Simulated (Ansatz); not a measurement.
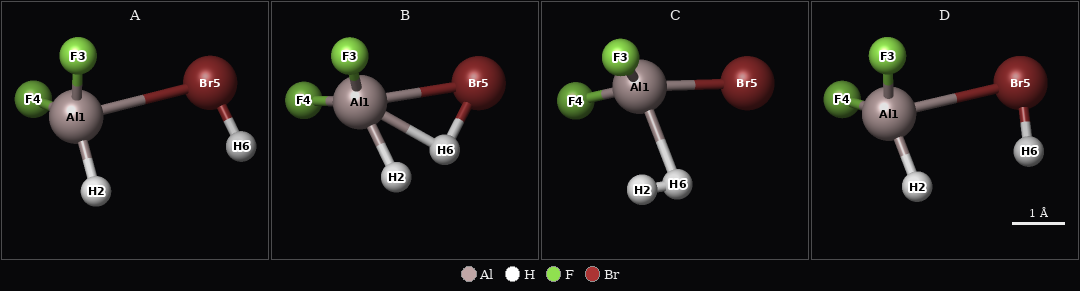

4 geometries from a converged minimum-energy path of AlH2BrF2, shuffled. The picture is a ball-and-stick view, seen at a tilt.

Level of theory: RHF/def2-SVP in Ansatz 0.2.0. Set-up: 5 movable images; climbing image; force threshold 0.05 eV/Å; iteration limit 60; starting path through a guess of the saddle point.

**Which frame is the top of the path?**

B. In order along the path, whose images run from 0 to 6: A (image 0, 0.0 kJ/mol), D (image 1, +6.7 kJ/mol), B (image 3, +82.3 kJ/mol), C (image 5, −96.8 kJ/mol). Breaking: Al1–H2 (1.56 → 1.65 at the top → 2.24 Å), Br5–H6 (1.41 → 1.61 at the top → 3.18 Å). Forming: H2–H6 (3.22 → 1.21 at the top → 0.75 Å).

Limits of the set-up: Hartree-Fock leaves out electron correlation.

The run took 91 s on 1 thread of Arm Neoverse V2, with other jobs on the host, peak memory 0.17 GiB.
